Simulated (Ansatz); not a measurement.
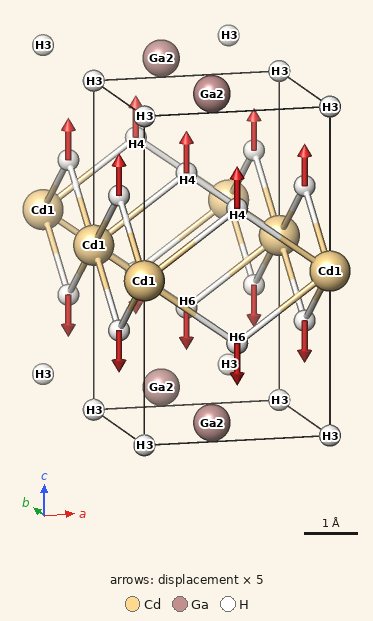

This is a relaxation of solid CdGaH$_{5}$ (built on the SiSnPd5-123 type type). The starting structure is drawn; red arrows show the displacements (the part carried along by the change of the cell is left out), magnified 5 times.

The picture is a ball-and-stick view of the cell of the calculation, repeated 1 × 2 × 1 with one cell outlined, seen slightly off an axis.

The calculation used DFT, PBEsol, plane waves, PAW (Ansatz).

Input
```yaml
crystal:
  lattice:
    - [3.63685026, 0.0, 0.0]
    - [0.0, 3.63685026, 0.0]
    - [0.0, 0.0, 6.33679365]
  atoms:
    - { symbol: Cd, position: [0.0, 0.0, 0.5] }
    - { symbol: Ga, position: [0.5, 0.5, 0.0] }
    - { symbol: H, position: [0.0, 0.0, 0.0] }
    - { symbol: H, position: [0.5, 0.0, 0.70478515] }
    - { symbol: H, position: [0.0, 0.5, 0.70478515] }
    - { symbol: H, position: [0.5, 0.0, 0.29521485] }
    - { symbol: H, position: [0.0, 0.5, 0.29521485] }
kpoints:
  mp_grid: { grid: [6, 6, 4] }
hamiltonian:
  xc: pbesol
scf:
  occupations: { method: fermi_dirac, width: 0.03 }
relax:
  f_tol: 0.01
  cell: {}
  max_steps: 120
output:
  write_density: true
  write_potential: true
  elf: true
  volumetric_format: npy
```

Run as
```bash
ansatz run input.yaml --threads 4 --pin off --max-ram 4608MiB --backend cpu --events-out ev --progress --plain --runs-dir out
```

Question: Which element moves most?

Answer: Hydrogen: up to 0.16 Å, against 0.00 Å for gallium.

Question: What happened in the run?

Answer: The largest moves relative to the cell, 0.16 Å, are those of H4, H5, H6 and H7. H6 goes along −c. Ga and Cd stay in place. Cell: a = b 3.637 → 3.073 Å (−15.5 %), c 6.337 → 5.978 Å (−5.7 %). Volume −32.6 %. Some distances before and after: Ga2–H3 2.572 → 2.173 Å, Ga2–H4 2.609 → 2.219 Å, Cd1–H4 2.234 → 2.071 Å. The space group stays P4/mmm (No. 123). Over 10 accepted moves (12 points after the start) the energy falls by 1.576 eV per cell of the calculation. Largest force component: 0.23 eV/Å at the start, 0.00068 eV/Å at the end. The pressure goes from −12.28 to 0.01 GPa. At 2 points the geometry stayed and the basis and grid were re-selected for the new cell (energy shift of 9.4 meV per cell of the calculation at most each time).
